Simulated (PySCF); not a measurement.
# The bond of RbBi, level by level

One job finds the state of RbBi, follows it along the bond with each method and fits the curves.

Program: PySCF 2.14.0. Level of theory: Rb def2-SVP with ECP28, Bi def2-SVP with ECP60, scalar-relativistic core potentials. These are calculated values, not measurements.

## (1) The job

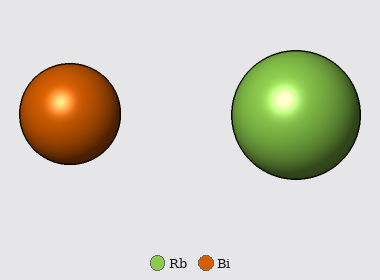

The two atoms at the starting distance (rubidium green, bismuth orange).

A driver script around PySCF takes these settings:

* atoms: Rb, Bi
* charge: 0
* basis: Rb def2-SVP with ECP28, Bi def2-SVP with ECP60
* Hamiltonian: scalar-relativistic core potentials
* basis functions: 50
* electrons treated: 32
* masses in u: 84.9118, 208.9804
* levels: PBE0, PBE, r²SCAN, r²SCANh, MN15, PBEsol, LC-ωPBE, HF, MP2, SCS-MP2, CCSD, CCSD(T)
* grid: 80 radial by 434 angular points
* occupations: held fixed by the projection of orbital angular momentum
* dissociation limit: Rb + Bi, each in its ground configuration
* starting distance in angstrom: 3.520
* values of 2S to try: 0, 2, 4

Launch:

```console
$ OMP_NUM_THREADS=1 python dia.py task.json out
```

Further steps of the session: The PBE0 curve of the state that the search chose; Other states along the same grid; PBE; r²SCAN (meta-GGA); r²SCANh (hybrid meta-GGA); MN15 (hybrid meta-GGA); PBEsol; LC-ωPBE (range-separated hybrid); ROHF (mean field); MP2 and coupled cluster.

Q: Predict the outcome of this session. Wanted: for each run, Re; ωe; De; μ.

**Answer**, as computed:

Lowest PBE0 solution found, without spin–orbit coupling: ³Σ⁻ (triplet), unpaired electrons π ↑↑. State 2 has its PBE0 minimum 0.32 eV higher, as a spin-mixed determinant (⟨S²⟩ = 1.00), so this is no gap between pure states. State 3 has its PBE0 minimum 0.53 eV higher. State 4 has its PBE0 minimum 0.82 eV higher, as a spin-mixed determinant (⟨S²⟩ = 1.00), so this is no gap between pure states. The other levels ran on the lowest alone.

| level | Re (Å) | ωe (cm⁻¹) | De (eV) | μ (D) |
| --- | --- | --- | --- | --- |
| ROHF | 3.628 | 96.5 | 0.030 | -11.44 |
| ROHF-MP2 | 3.563 | 99.0 | 0.52 | n/a |
| ROHF-SCS-MP2 | 3.579 | 97.5 | 0.51 | n/a |
| ROHF-CCSD | 3.599 | 91.8 | 0.54 | n/a |
| ROHF-CCSD(T) | 3.606 | 89.9 | 0.59 | n/a |
| PBE | 3.577 | 90.8 | 1.11 | -7.82 |
| PBEsol | 3.533 | 94.5 | 1.18 | -8.07 |
| r²SCAN | 3.593 | 91.1 | 1.00 | -9.04 |
| r²SCANh | 3.583 | 92.5 | 0.98 | -9.29 |
| PBE0 | 3.557 | 94.7 | 1.01 | -8.93 |
| MN15 | 3.563 | 92.1 | 1.12 | -8.29 |
| LC-ωPBE | 3.511 | 104.1 | 0.92 | -11.08 |

De is counted to Rb + Bi in their ground configurations. A positive dipole means Rb(−)Bi(+).

Bond lengths run from 3.511 Å (LC-ωPBE) to 3.628 Å (ROHF). Among the levels with a De in the table, it runs from 0.030 eV (ROHF) to 1.18 eV (PBEsol).

Correlated steps freeze 4 core orbitals. These are scalar-relativistic numbers at best; spin–orbit coupling would shift them, the dissociation energy most. T1 is 0.033 near the minimum (highest on the curve 0.053), which may point to more than one leading configuration. With spin–orbit coupling the term label itself may not hold.
